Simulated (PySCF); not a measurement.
# C₂H₈BFO, SMILES `C[O+](C)[BH2-]F`: electronic structure

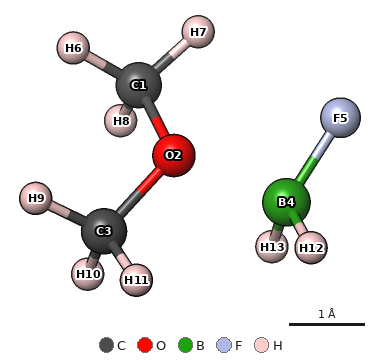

The molecule, with its atoms numbered as below. No frequency check shows the geometry to be a minimum.

Cartesian coordinates (Å):

```
C1      -0.5156   -1.3441    0.1178
O2      -0.4538    0.0042   -0.3181
C3      -1.6297    0.7259   -0.0114
B4       0.9443    0.7888    0.2588
F5       1.9294   -0.0665   -0.1480
H6      -1.3270   -1.8578   -0.4040
H7       0.4382   -1.8017   -0.1349
H8      -0.6718   -1.4039    1.1994
H9      -2.4872    0.2462   -0.4910
H10     -1.7941    0.7795    1.0695
H11     -1.5025    1.7328   -0.4027
H12      0.9414    1.8147   -0.3353
H13      0.8195    0.8206    1.4440
```

Part 1: In an electric field

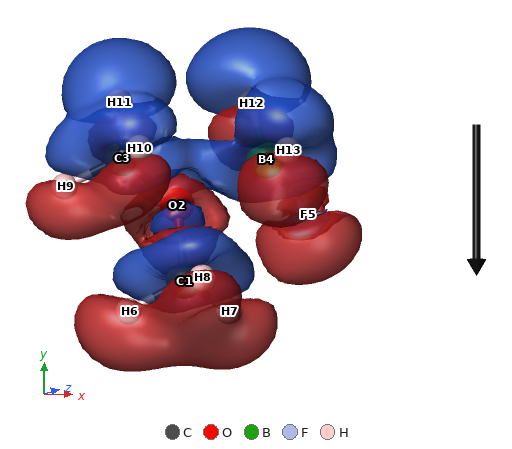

Change of the electron density in a uniform field of 0.51 V/Å along −y (arrow), surfaces at ±0.002 e/Å³ (blue: gain, red: loss).

PySCF calculation, B3LYP/6-311G**, gas phase; geometry: GFN2-xTB. A basis without diffuse functions makes polarisabilities too small.

**What dipole is induced, and what polarisability does it imply?**

The induced dipole is 1.16 D (along the field); α along this axis, from the fields in both directions, is 46 bohr³ (6.8 Å³).

**Which atoms gain and lose the most charge?**

Electrons gather most on H12 (Hirshfeld charge changes by −0.019 e) and leave H6 most (+0.013 e); 0.125 electrons are displaced in all.

Part 2: Removing or adding an electron

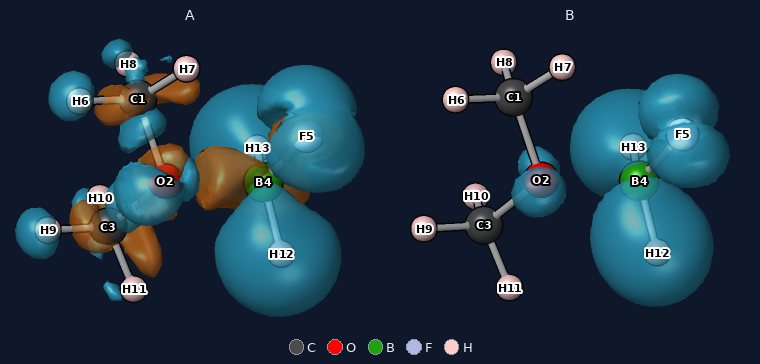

The Fukui function f⁻ from two separate SCF calculations and the density of the HOMO, at ±0.02 e/Å³ (light blue positive, orange negative).

Computed with PySCF, ωB97X/def2-SVPD, geometry: GFN2-xTB.

**Which panel is which, and how good is the frozen-orbital picture?**

A is f⁻ (it has negative regions), B the HOMO density. The HOMO lies on B4 (28 %), F5 (22 %) and H13 (22 %); f⁻ (Hirshfeld-condensed) is largest on H13 (0.21), H12 (0.20) and F5 (0.19); the vertical ionisation energy is 10.53 eV (the stability of the cation's solution wasn't checked). Relaxation shifts 15 % of the electron between atoms. The orbital energy is −10.29 eV.

Part 3: Stretching a bond

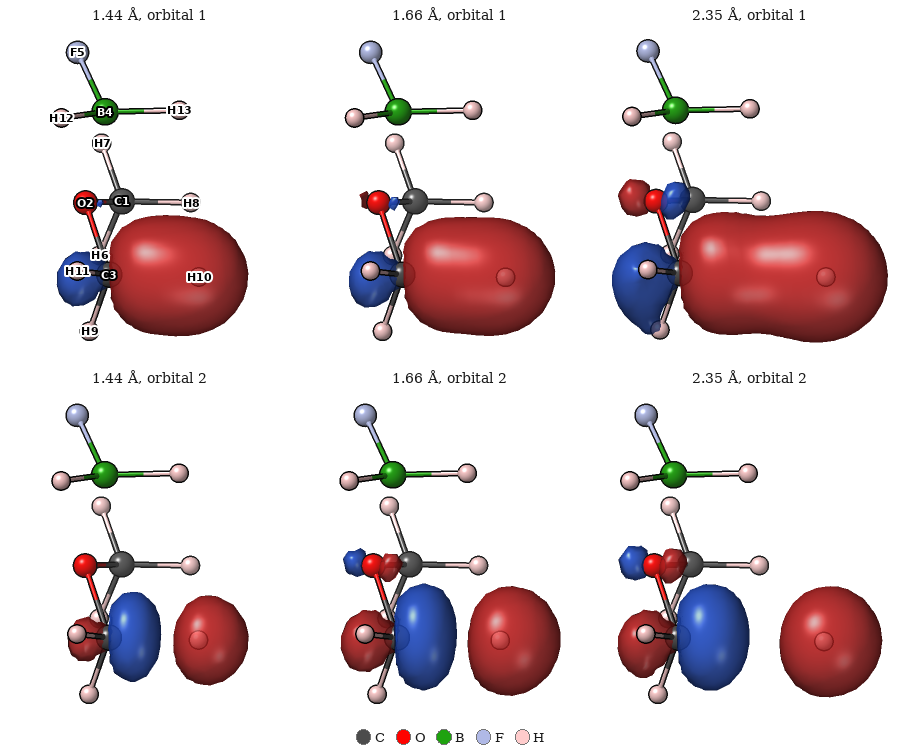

Rigid stretch of the C3–H10 bond. The two CASSCF(2,2) natural orbitals nearest half filling (orbital 1 the more occupied).

Computed with PySCF, def2-SVP basis, geometry: GFN2-xTB.

**How do the occupations change along the stretch?**

1.44 Å: 1.95 and 0.05; 1.66 Å: 1.91 and 0.09; 2.35 Å: 1.61 and 0.39. At the longest distance computed (3.00 Å) they are 1.29 and 0.71, and the effective number of unpaired electrons is 1.7.

**Where does the UHF solution part from RHF?**

Between 1.66 Å (⟨S²⟩ = 0, the two coincide) and 1.93 Å (⟨S²⟩ = 0.57); at 3.00 Å ⟨S²⟩ is 0.99 and UHF lies 3.5 eV below RHF.

**How much energy does the stretch cost?**

By CASSCF, 4.3 eV from the lowest point of the scan (1.07 Å) to 3.00 Å; RHF gives 7.4 eV from its own lowest point. The fragments aren't relaxed and dynamic correlation is missing, so this isn't a bond dissociation energy.

The PySCF runs shown took 46 s, 3.3 min and 11 min on 1 thread of Arm Neoverse V1, with other jobs on the host.
